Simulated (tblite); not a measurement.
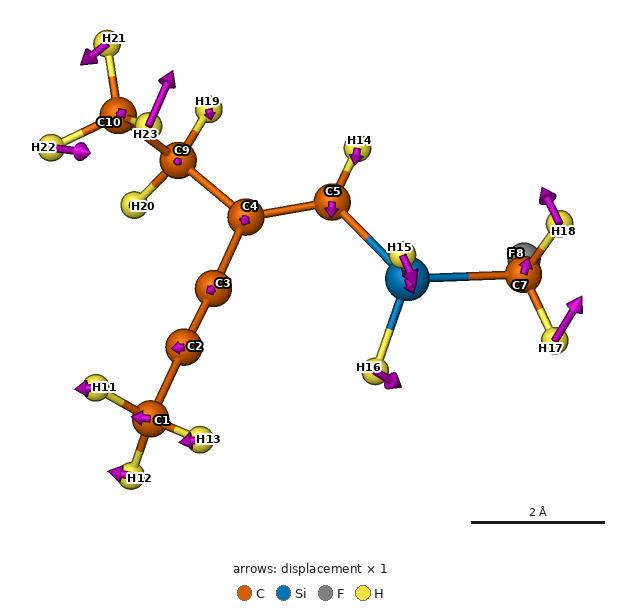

A relaxation of C₈H₁₃FSi. The starting structure is drawn; purple arrows show the displacements, at their true length. The two geometries are superimposed by the best rigid fit.

Style: ball-and-stick. Shown at a tilt.

Method: GFN2-xTB geometry optimisation, gas phase in tblite. 

**Which element moves most?**

Hydrogen: up to 0.99 Å, against 0.31 Å for carbon.

**What happened in the run?**

The energy falls by 13.7 kcal/mol in 161 geometry steps. The atom that moves furthest after the best rigid fit is an H atom (0.99 Å). By element the largest moves are H 0.99 Å, C 0.31 Å, Si 0.26 Å, F 0.24 Å. Among the contacts that change: C–Si 1.871 → 1.920 Å, C–C 1.486 → 1.444 Å, C–C 1.446 → 1.413 Å, C–H 1.119 → 1.088 Å. Among the angles between lasting bonds that change: C–C–Si 116.3° → 124.2°, F–C–H 113.7° → 106.1°, C–Si–H 112.6° → 105.8°. Groups turn about C–C by about 50°, C–Si by about 35°. Cost: 2.7 s on 1 thread of Arm Neoverse N1, on a shared host.
